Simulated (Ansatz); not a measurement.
**CoSi2, pressure series**

The parent structure is CoSi2 (space group Fm-3m, No. 225; a = 5.360 Å; non-magnetic).

Cell and atoms are relaxed at each pressure.

Method: PBE (Ansatz, a program for electronic structure; PAW; 420 eV plane waves; no spin-orbit coupling), earlier PAW set.

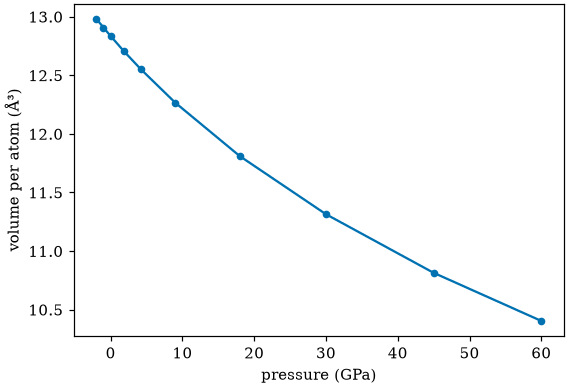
Figure: Volume per atom against pressure

```tsv
pressure (GPa)	volume per atom
-2	12.98 Å³
-1	12.91 Å³
1.8	12.71 Å³
4.2	12.55 Å³
9	12.27 Å³
18	11.81 Å³
30	11.31 Å³
45	10.81 Å³
60	10.40 Å³
```

Load acts through the strain it causes; cell and atoms are relaxed under it. Stability against distortions was not tested. No other phases were tried under pressure. Seeded moments were not kept for the base. The final runs are not spin-polarised. An odd electron count without spin: CoSi2.
